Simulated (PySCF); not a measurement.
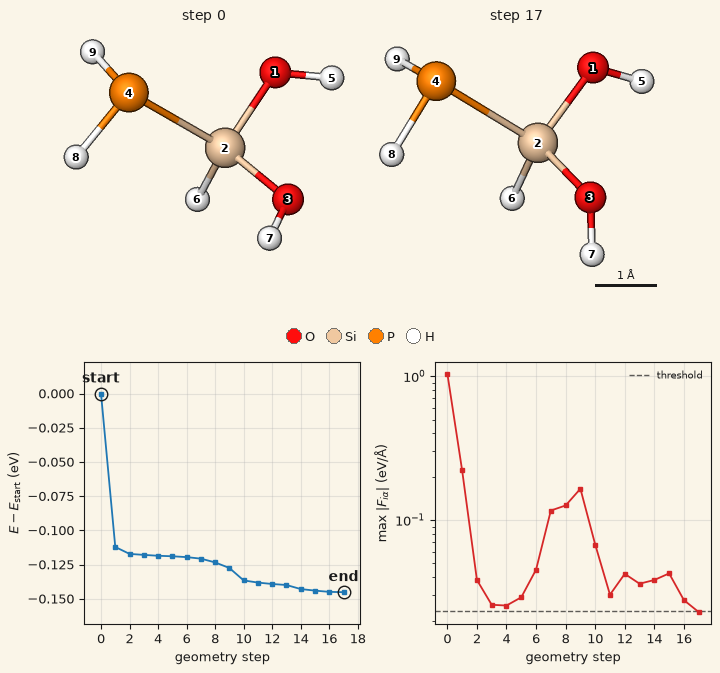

First and last geometry of a relaxation of SiPH$_{5}$O$_{2}$, with the history of the run. The picture is a ball-and-stick view, seen at a tilt.

The start comes from GFN2-xTB.

Level of theory: PBE0-D3(BJ)/def2-SVP geometry optimisation, gas phase (PySCF). 

### Read the history and describe the run.

It converged. The energy falls by 0.145 eV in 17 geometry steps. Largest force component: 1 eV/Å at the start, 0.023 eV/Å at the end. H7 moves most after the best rigid fit: 0.56 Å. By element the largest moves are H 0.56 Å, O 0.36 Å, P 0.21 Å, Si 0.17 Å. Some distances before and after: P4–H9 1.380 → 1.430 Å, P4–H8 1.386 → 1.431 Å, O1–Si2 1.618 → 1.656 Å, Si2–H6 1.465 → 1.500 Å. Among the angles between lasting bonds that change: Si2–O3–H7 121.3° → 116.7°, O1–Si2–O3 106.4° → 110.6°, Si2–P4–H8 95.3° → 92.4°. Groups turn about Si2–O3 by about 70°, O1–Si2 by about 30°.
